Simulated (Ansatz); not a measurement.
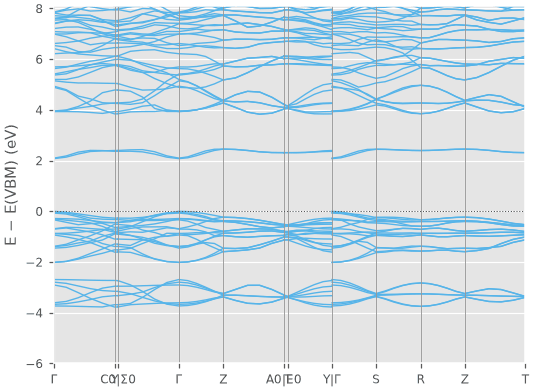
Figure. Band structure from plane-wave PAW LDA (Ansatz code)

Task: Read off the gap and where the band edges lie.

Result: About 2.1 eV (2.08 eV by a search for the band edges); maximum at Γ, minimum at Γ.

The material is K$_{3}$SbS$_{4}$ in space group Cmc2_1 (No. 36; Pearson symbol oS32).

The first step of the workflow began from a Materials Project structure, measured or hypothetical; the Crystallography Open Database files this formula in space group No. 36, but the cells were not matched. Its standing as an ambient phase is unchecked. The cell was relaxed with LDA under the symmetry of its start; whether a distortion lowers the energy is not shown. Scalar-relativistic: spin–orbit coupling is off unless named, which matters more the heavier the elements.

Potentials: the later of the program's two PAW sets.
